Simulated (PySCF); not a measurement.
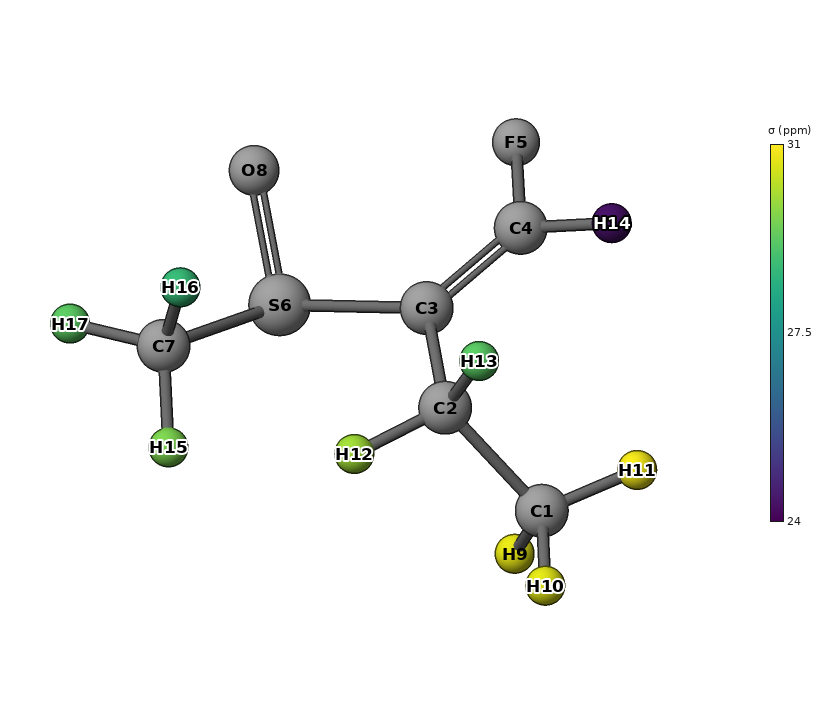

Atoms are coloured by their isotropic NMR shieldings (H only, the others grey). Geometry: an image of a reaction path computed with GFN2-xTB, not a minimum. Properties computed with GIAO PBE0/pcSseg-1 NMR shielding, non-relativistic, gas phase (PySCF 2.14.0).

> Which H atom is the most shielded (lowest chemical shift)?

H11 (30.84 ppm).

> Which H atom is the least shielded (highest chemical shift)?

H14 (24.36 ppm).

> How wide is the range of H shifts?

6.48 ppm.

List the isotropic NMR shieldings of the H atoms.

| atom | σ (ppm) |
| --- | --- |
| H9 | 30.72 |
| H10 | 30.65 |
| H11 | 30.84 |
| H12 | 30.01 |
| H13 | 29.21 |
| H14 | 24.36 |
| H15 | 29.63 |
| H16 | 28.71 |
| H17 | 29.25 |
